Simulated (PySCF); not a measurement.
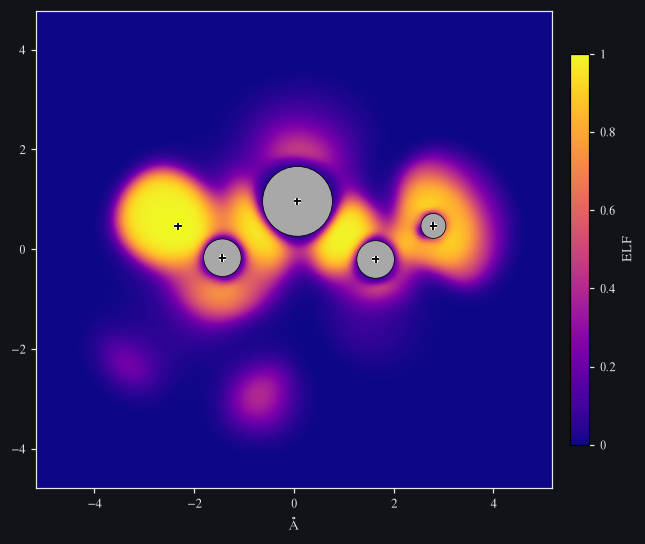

The electron localisation function on a plane through atoms (crosses mark nuclei in the plane; grey discs cover the cores).

Level of theory: PySCF, PBE0/def2-SVPD, SCF density, gas phase.

Candidates:
A. C2H7F3OSi2
B. P4Se4

Which candidate gave the map?

Answer. Candidate A: C2H7F3OSi2 on the plane of atoms C3, Si4 and C5, which holds C, Si, F and H. C–F (1.35 Å): the ELF peaks at about 0.85 between the atoms, as expected for a shared but strongly polarised pair. C–Si (1.88 Å): the ELF peaks at about 0.95 between the atoms, as expected for a shared electron pair.
